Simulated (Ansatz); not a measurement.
# PBE0/def2-SVP (core potential) run of SnCl2 (SMILES [Cl][Sn][Cl])

What is the vertical ionisation energy of SnCl2 at PBE0/def2-SVP (core potential)? 

Program for the calculation: Ansatz 0.2.0.

32 further runs of the same task are left out: 32 set aside as unsound or not needed.

## Step 1: The system as given

SnCl2: 3 atoms, total charge 0, spin state singlet. SMILES: `[Cl][Sn][Cl]`. The coordinates come from a PBE0-D4/def2-TZVP relaxation.

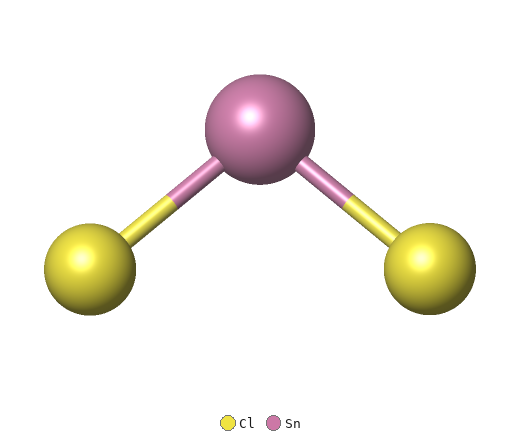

The structure, seen from a chosen angle (chlorine yellow, tin pink).

## Step 2: The energy at PBE0/def2-SVP (core potential)

job.yaml

```yaml
crystal:
  periodic: [false, false, false]
  atoms:
    - {symbol: Cl, position_ang: [1.154200, 1.220700, 0.756000]}
    - {symbol: Sn, position_ang: [-0.796900, 0.518900, -0.376600]}
    - {symbol: Cl, position_ang: [-0.368200, -1.804500, -0.392600]}
basis:
  gaussian:
    orbitals: def2-SVP
accuracy: high
hamiltonian:
  xc: pbe0
output: {orbitals: {seedname: orbitals}}
```

The run is started by

```console
$ ansatz run job.yaml --threads 1 --pin off --max-ram 3480MiB --events-out events.jsonl --progress --plain --runs-dir runs
```

The log of the run:

```text
Warning: RAYON_NUM_THREADS=1 ignored (pool sized by the plan → 1); use --threads N
Functional definition: PBE0
  name "PBE0"
  parameter a = 0.25
  parameter kappa = 0.804
  parameter beta = 0.06672455060314922
  exchange = (1 - a)*pbe_x(kappa = kappa, mu = beta*pi^2/3) + a*exact_x
  correlation = pbe_c(beta = beta)
1269 factors; integrals over basis functions are off by at most 6.3e-9 eV
mean field evaluation 1: about -30862.4369 eV, gradient 1.9e1 eV
mean field evaluation 2: about -30860.7872 eV, gradient 3.1e1 eV
mean field evaluation 4: about -30863.6767 eV, gradient 4.9e-1 eV
mean field evaluation 8: about -30863.7295 eV, gradient 3.0e-3 eV
mean field evaluation 16: about -30863.7295 eV, gradient 3.3e-7 eV
mean field -30863.72946039 eV, -1134.2211374820 hartree, gradient 4.7e-8 eV, S^2 0.000000; 0 other end points of the search recorded, 0 dependent functions left out
reference -30863.72946227 eV, -1134.2211375510 hartree; 28, 28 occupied and 34, 34 virtual orbitals, 1269 factors
Total energy: -30863.72946227 eV, -1134.2211375510 hartree
```

Wall time 4.8 s (1 thread of Arm Neoverse V1, shared host); peak memory 0.18 GiB.

## Step 3: The doublet cation at the same level

run.yaml

```yaml
crystal:
  periodic: [false, false, false]
  atoms:
    - {symbol: Cl, position_ang: [1.154200, 1.220700, 0.756000]}
    - {symbol: Sn, position_ang: [-0.796900, 0.518900, -0.376600]}
    - {symbol: Cl, position_ang: [-0.368200, -1.804500, -0.392600]}
basis:
  gaussian: {orbitals: def2-SVP}
magnetization: {spin_polarized: true, initial_magnetization: 1}
total_charge: 1
output: {orbitals: {seedname: orbitals}}
hamiltonian: {xc: {name: PBE0}}
accuracy: high
```

The run is started by

```console
$ ansatz run run.yaml --threads 1 --pin off --max-ram 3480MiB --events-out events.jsonl --progress --plain --runs-dir runs
```

The log of the run (excerpt; [...] marks lines left out):

```text
Warning: RAYON_NUM_THREADS=1 ignored (pool sized by the plan → 1); use --threads N
[... 7 set-up lines as earlier in the session ...]
1268 factors; integrals over basis functions are off by at most 6.3e-9 eV
mean field evaluation 1: about -30848.2706 eV, gradient 2.7e1 eV
mean field evaluation 2: about -30822.8322 eV, gradient 6.7e1 eV
mean field evaluation 4: about -30853.5934 eV, gradient 2.4e0 eV
mean field evaluation 8: about -30853.6948 eV, gradient 3.7e-1 eV
mean field evaluation 16: about -30853.6960 eV, gradient 1.7e-4 eV
mean field evaluation 32: about -30853.5539 eV, gradient 9.8e-1 eV
mean field -30853.69600240 eV, -1133.8524147021 hartree, gradient 9.9e-8 eV, S^2 0.759402; 3 other end points of the search recorded, 0 dependent functions left out
reference -30853.69600436 eV, -1133.8524147738 hartree; 28, 27 occupied and 34, 35 virtual orbitals, 1268 factors
Total energy: -30853.69600436 eV, -1133.8524147738 hartree
```

Run time: 11 s. Hardware: 1 thread of Arm Neoverse V1, shared host; peak memory 0.27 GiB.

## Step 4: Summary of results

Level: PBE0/def2-SVP (core potential).

```
                                          quantity           value
                       singlet SnCl2: total energy  -1134.22114 Eh
                        singlet SnCl2: HOMO energy        -7.85 eV
                        singlet SnCl2: LUMO energy        -2.99 eV
                      singlet SnCl2: HOMO–LUMO gap         4.86 eV
                      doublet cation: total energy  -1133.85241 Eh
doublet cation: HOMO energy (highest over α and β)       -14.57 eV
 doublet cation: LUMO energy (lowest over α and β)       -12.21 eV
                              doublet cation: ⟨S²⟩           0.759
vertical ionisation energy (to the doublet cation)       10.033 eV
```

What this shows: Removing an electron at fixed nuclei costs 10.03 eV (968 kJ/mol). The negative HOMO energy of the first species, 7.85 eV, lies 2.19 eV below that difference.
